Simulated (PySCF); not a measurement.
Consider CH₄BSi (SMILES BC[Si]) (doublet).

Input

```
# BC[Si]
from pyscf import gto, dft

mol = gto.M(
    atom=[
    ('C', (0.315488, -0.234851, -0.268264)),
    ('B', (0.550344, 0.894902, 0.758113)),
    ('Si', (2.085692, 0.073891, -0.972404)),
    ('H', (-0.409979, -0.073735, -1.076424)),
    ('H', (0.262769, -1.271898, 0.088340)),
    ('H', (1.065600, 0.660424, 1.816057)),
    ('H', (0.293970, 2.033829, 0.480974)),
],
    verbose=3,
    spin=1,
    max_memory=3720,
    basis='def2-tzvpd',
)

mf = dft.UKS(mol)
mf.xc = 'pbe0'
mf = mf.density_fit(auxbasis='def2-universal-jkfit')
mf.grids.level = 3
mf.conv_tol = 1e-09
mf.max_cycle = 100
mf.kernel()
if not mf.converged:
    mf = mf.newton().run(mf.mo_coeff, mf.mo_occ)
for _ in range(3):
    mo, _, stable, _ = mf.stability(return_status=True)
    if stable:
        break
    mf.kernel(mf.make_rdm1(mo, mf.mo_occ))

e_tot = mf.e_tot
print(f'total energy: {e_tot:.8f} hartree')
grad = mf.nuc_grad_method().kernel()
mf.analyze()
```

Run with:

```sh
OMP_NUM_THREADS=2 python job.py
```

Geometry: B3LYP/6-31G*.

These are results of PySCF, Gaussian-basis quantum chemistry of an isolated molecule with PySCF, energy and nuclear gradient, functional PBE0, not measurements.

### What will maps of the electron density, electron localisation function and spin density show?

C–B (1.54 Å): the density is about 1.4 e/Å³ at the midpoint; the ELF peaks at about 0.95 between the atoms, as expected for a shared electron pair.
B–H (1.20 Å): ρ is about 1.2 e/Å³ halfway; the ELF climbs to about 1 towards the hydrogen, as it does in any bond to H (an ordinary covalent bond to hydrogen).
The unpaired spin (1 electron) lies mostly on Si3 (about 0.7) and B2 (about 0.2), in electrons by Hirshfeld's partition.

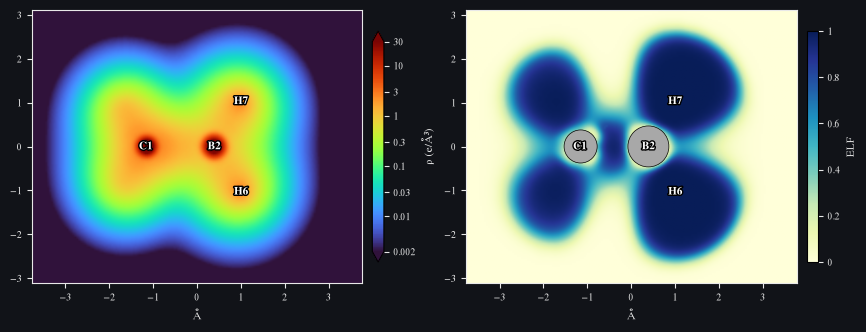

Computed electron density and electron localisation function on the plane of atoms C1, B2 and H6, in this order. Grey discs cover the atomic cores in the ELF map. 
